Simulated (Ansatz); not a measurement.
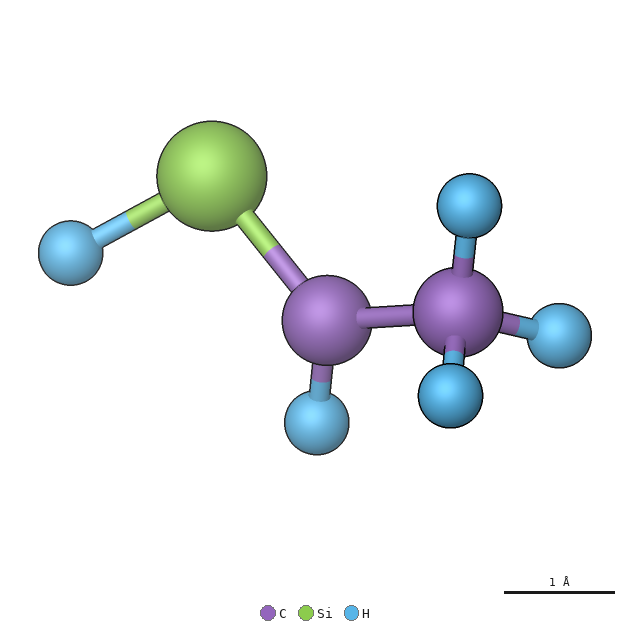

Rendered structure (ball-and-stick style). Every bond is drawn as one stick, whatever its order.

The species is neutral and a spin doublet.

What does the picture show?

Formula C₂H₅Si. It is an open-shell species. Coordination: 1 C tetrahedral; 1 C trigonal planar; 1 Si bent.

The parts below concern this one geometry. Atoms keep their numbers from picture to picture. Computed geometry: PBE0-D4/def2-TZVP optimisation. No frequency run is at hand to confirm it as a minimum.

Electronic properties

No frequency run is at hand to confirm it as a minimum. Method: UKS r2SCAN-D4/def2-TZVPP (Ansatz 0.2.0).

What does the calculation give?

- ⟨S²⟩ of the determinant: 0.829
- dispersion correction: −3.1 kJ/mol

Dipole moment

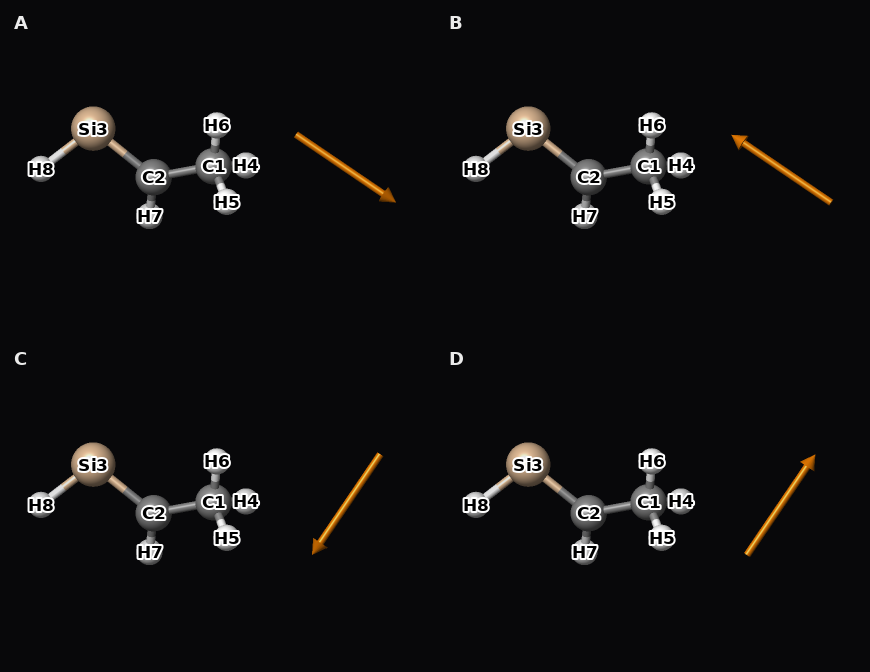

The same molecule four times, each with an arrow. No frequency run is at hand to confirm it as a minimum. Properties computed with UKS PBE0-D4/def2-TZVP (Ansatz 0.2.0).

Which arrow points along the dipole moment, from the negative to the positive end?

A. The dipole moment is 1.26 D; it points from the side of H8 to the side of H5 (the outermost atoms at the two ends).

Charges

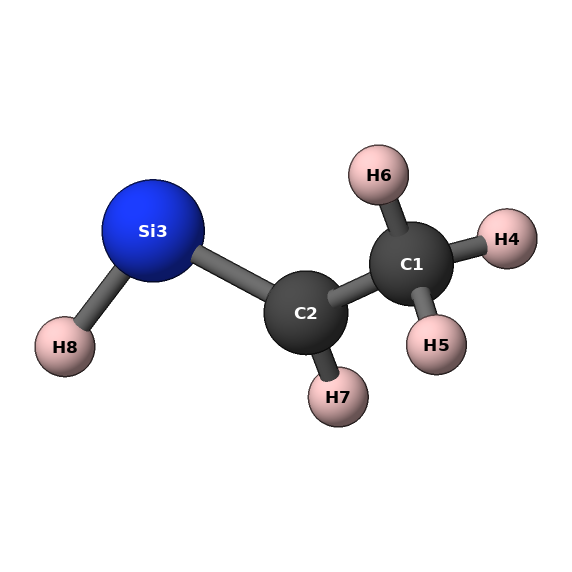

The questions are on Mulliken charges. No frequency run is at hand to confirm it as a minimum. Method: UKS PBE0-D4/def2-TZVP (Ansatz 0.2.0).

Which atom carries the highest charge (most positive or least negative)?

H4, H5, H7 (0.14 e).

And the lowest?

C1 (−0.33 e).

Give the Mulliken charges atom by atom.

| atom | value (e) |
| --- | --- |
| C1 | −0.33 |
| C2 | −0.23 |
| Si3 | 0.03 |
| H4 | 0.14 |
| H5 | 0.14 |
| H6 | 0.13 |
| H7 | 0.14 |
| H8 | −0.01 |

Mulliken values depend strongly on the basis set and can even reverse the polarity of a bond.
